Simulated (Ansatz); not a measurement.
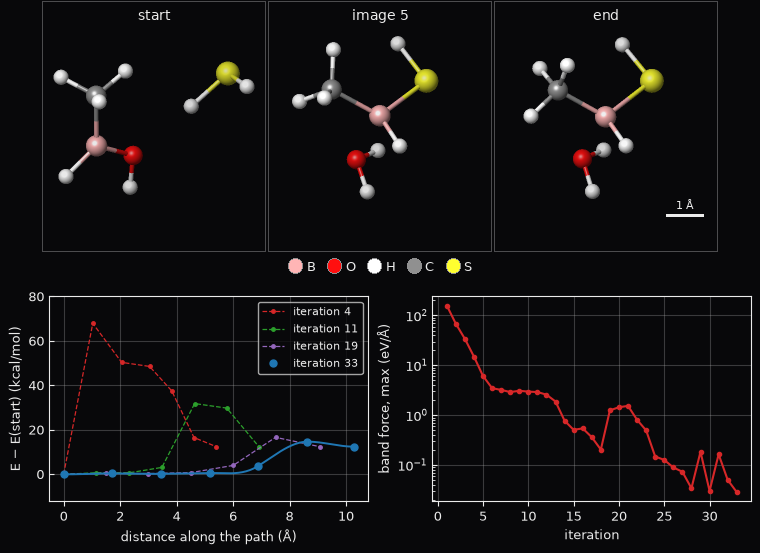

A search for the minimum-energy path of CH7BOS by the nudged elastic band. Images are numbered from 0 (start) to 6 (end). The plot follows the band through its iterations. A ball-and-stick model, seen at a tilt.

Level of theory: RKS B3LYP-D4/6-31G* in Ansatz. Run with 5 movable images; climbing image; force threshold 0.03 eV/Å; iteration limit 60; starting path through a guess of the saddle point.

> Judge this run.

The result is final at these settings. The band converged in 33 iterations. The largest component of the band force went from 160 to 0.029 eV/Å. The climbing image converged on the top of the path. Its vibrational analysis gives one imaginary mode (192i cm⁻¹), as a transition state must have. The first iteration put the highest image at 791.1 kcal/mol. Forward barrier 14.7 kcal/mol, backward barrier 2.2 kcal/mol, with image 5 at the top; the reaction energy is +12.4 kcal/mol.

Cost: 8.3 min on 1 thread of Arm Neoverse V2, with other jobs on the host, peak memory 0.16 GiB.
